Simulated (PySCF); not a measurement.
# C5H10BNO: electronic excitations

What electronic excitations should C5H10BNO (`C=C[B@H-]([N+]#CC)OC`) show?

Programs: PySCF 2.14.0, with density-fitted response routines of our own. Each step states its level of theory. These are calculated values for one molecule in the gas phase, unless marked as measured. Atoms count from 0, in the outputs and in this text.

**1. Starting geometry**

18 atoms, charge 0, multiplicity 1; geometry from: GFN2-xTB.

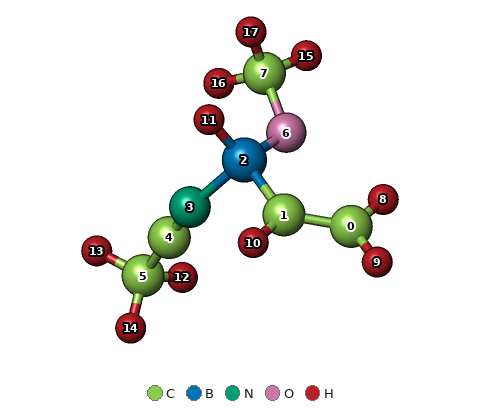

As it starts; carbon green, boron blue, nitrogen teal, oxygen pink, hydrogen red, atoms numbered.

**2. Excited states and response: CAM-B3LYP/def2-SVPD**

What the job is given:

```
{"job": {"kind": "uv", "xc": "CAM-B3LYP", "basis": "def2-SVPD", "nstates": 8, "ntriplets": 3}, "charge": 0, "multiplicity": 1}
C     -2.073834     2.036657    -0.473568
C     -1.177556     1.620849     0.404210
B     -0.694099     0.101118     0.554709
N      0.879314     0.205339     0.291138
C      1.838927     0.111852    -0.332443
C      3.038710     0.003218    -1.101790
O     -1.141882    -0.748446    -0.510832
C     -1.075229    -2.127713    -0.341794
H     -2.510276     1.347181    -1.176855
H     -2.417753     3.060342    -0.529896
H     -0.761241     2.341909     1.101958
H     -0.766859    -0.344592     1.662147
H      2.781100    -0.245841    -2.131639
H      3.677824    -0.777882    -0.689143
H      3.573034     0.952921    -1.084755
H     -1.607736    -2.596168    -1.173729
H     -0.034425    -2.488612    -0.345946
H     -1.536776    -2.445815     0.601810
```

Method: TDDFT CAM-B3LYP/def2-SVPD, vertical, gas phase, core orbitals frozen in the response.

Run with:

```bash
$ OMP_NUM_THREADS=1 python probes_run.py task.json out
```

This one command runs all jobs of the session in turn.

Log:

```text
coarse grid: 14864 points
cycle   1  E = -350.7108644820  dE =  1.133e+00  |g| = 7.882e-01  |ddm| = 8.656e+00
cycle   2  E = -350.5144048585  dE =  1.965e-01  |g| = 1.298e+00  |ddm| = 2.667e+00
cycle   3  E = -350.8592903113  dE = -3.449e-01  |g| = 1.061e-01  |ddm| = 1.729e+00
cycle   4  E = -350.8604618199  dE = -1.172e-03  |g| = 8.879e-02  |ddm| = 2.449e-01
cycle   5  E = -350.8620098325  dE = -1.548e-03  |g| = 2.173e-02  |ddm| = 1.281e-01
cycle   6  E = -350.8621141288  dE = -1.043e-04  |g| = 3.850e-03  |ddm| = 3.549e-02
cycle   7  E = -350.8621186668  dE = -4.538e-06  |g| = 8.762e-04  |ddm| = 1.000e-02
final grid: 143168 points
cycle   8  E = -350.9328546189  dE = -4.623e-05  |g| = 3.711e-03  |ddm| = 1.184e-01
cycle   9  E = -350.9328558487  dE = -1.230e-06  |g| = 3.188e-03  |ddm| = 1.761e-02
cycle  10  E = -350.9328583094  dE = -2.461e-06  |g| = 5.851e-04  |ddm| = 5.535e-03
cycle  11  E = -350.9328583589  dE = -4.944e-08  |g| = 3.696e-04  |ddm| = 1.212e-03
cycle  12  E = -350.9328583862  dE = -2.738e-08  |g| = 8.395e-05  |ddm| = 5.871e-04
cycle  13  E = -350.9328583880  dE = -1.769e-09  |g| = 2.014e-05  |ddm| = 1.684e-04
cycle  14  E = -350.9328583882  dE = -1.534e-10  |g| = 7.154e-06  |ddm| = 4.619e-05
converged SCF energy = -350.9328583882

Static polarisability (au): isotropic 89.111, principal 76.324 83.910 107.100

Singlet excitations
state   eV       nm        f      main configurations
  1   5.6320    220.1   0.00727   H-1->L 0.51, H->L 0.27
  2   5.7447    215.8   0.02122   H->L 0.52, H-1->L 0.31, H->L+1 0.08
  3   5.9016    210.1   0.00248   H-1->L+2 0.69, H-2->L 0.15
  4   5.9152    209.6   0.01270   H-2->L 0.44, H-1->L+2 0.17, H->L+2 0.15
  5   5.9603    208.0   0.01958   H->L+2 0.78, H-2->L 0.11
  6   6.3720    194.6   0.05751   H-2->L+2 0.55, H->L+1 0.17
  7   6.4713    191.6   0.05252   H-1->L+1 0.33, H->L+1 0.32
  8   6.5289    189.9   0.07828   H-1->L+1 0.34, H->L+1 0.22, H-2->L+2 0.14

Triplet excitations (Tamm-Dancoff, eV): 4.4090 5.2753 5.5513
```

Wall time 2.6 min (1 thread of Arm Neoverse V1, shared host); peak memory 1.1 GiB.

The orbitals next to the gap, with their largest atomic shares:

```
orbital     eV                       atoms
 HOMO−3  -9.51   O6 32 %, C1 11 %, B2 11 %
 HOMO−2  -8.77   O6 23 %, C1 20 %, B2 18 %
 HOMO−1  -8.39   O6 60 %, C7 12 %, H16 6 %
   HOMO  -7.96    C0 38 %, C1 36 %, B2 7 %
   LUMO   0.32   C4 30 %, N3 26 %, C5 18 %
 LUMO+1   0.45  C5 32 %, C4 21 %, H12 14 %
 LUMO+2   0.59   N3 30 %, C4 30 %, C5 16 %
```

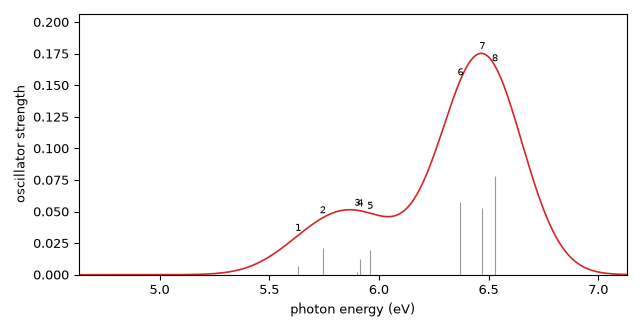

Absorption spectrum from the 8 singlet states computed; above the last one it falls off for lack of states. Lines are broadened to a width of 0.40 eV (Gaussian).

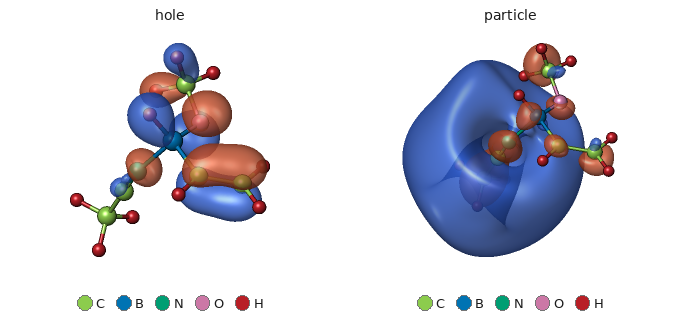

Leading natural transition orbitals of singlet state 8: the electron leaves the hole (left) for the particle orbital (right).

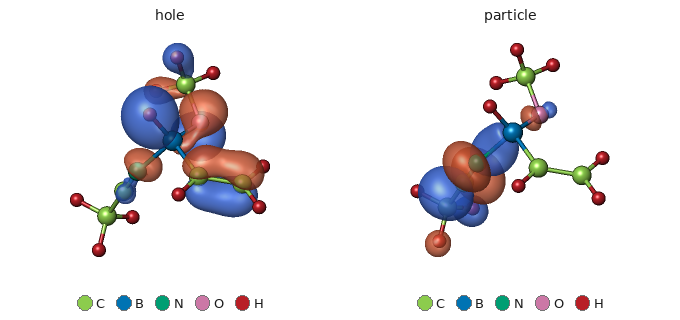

Leading natural transition orbitals of singlet state 1: the electron leaves the hole (left) for the particle orbital (right).

Further results of this job:

```
           property  computed
  dipole moment (D)      7.57
polarisability (Å³)     13.20
 HOMO–LUMO gap (eV)      8.28
      −ε(HOMO) (eV)      7.96
```

Orbitals, density, ELF and potential are computed afterwards from the orbital file.

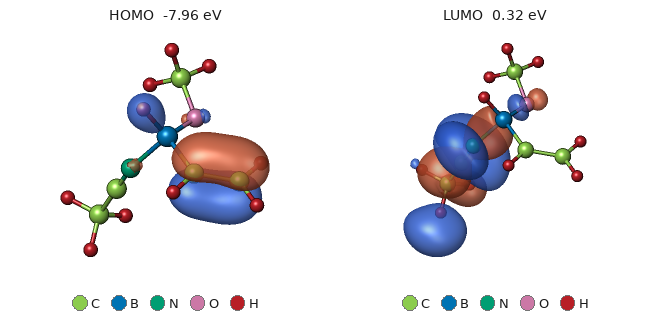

Frontier orbitals at CAM-B3LYP/def2-SVPD; each surface holds 70 % of the orbital's density, blue and red mark the sign.

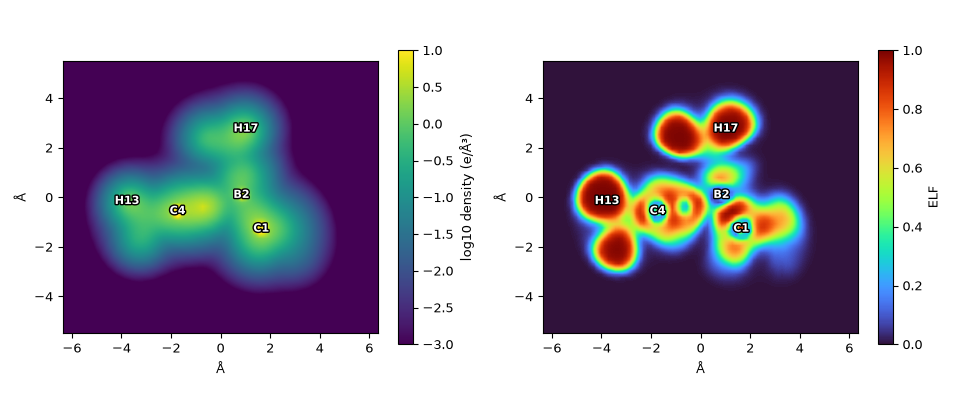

Density (left) and ELF (right) in a plane through or near 5 of the atoms.

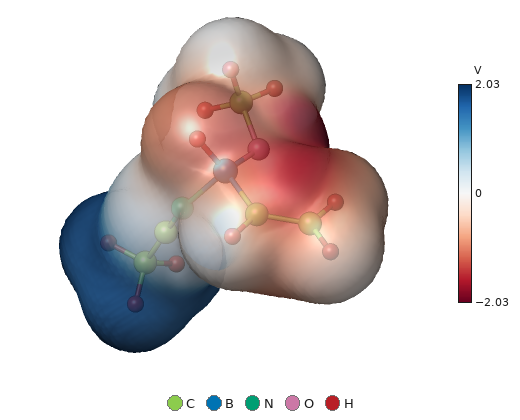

Electrostatic potential on the surface of density 0.002 e/bohr³; red is low, blue high. It runs from -1.89 V near O6 to 2.03 V near H13.

**3. What came out**

| quantity | value |
| --- | --- |
| lowest singlet (CAM-B3LYP/def2-SVPD) | 5.63 eV (220 nm), f = 0.007 |
| brightest single state of those computed | state 8, 6.53 eV, f = 0.078 |
| lowest triplet | 4.41 eV |
| surface potential, least and greatest | -1.89 V and 2.03 V |

What this shows: The first singlet state (HOMO−1→LUMO 0.51, HOMO→LUMO 0.27) lies at 5.63 eV and is weak; of the 8 states computed, the strongest absorption comes from state 8 at 6.53 eV (the last computed, so partners may be missing). The lowest triplet lies 1.22 eV below the lowest singlet (triplets in Tamm-Dancoff, singlets in full TDDFT).
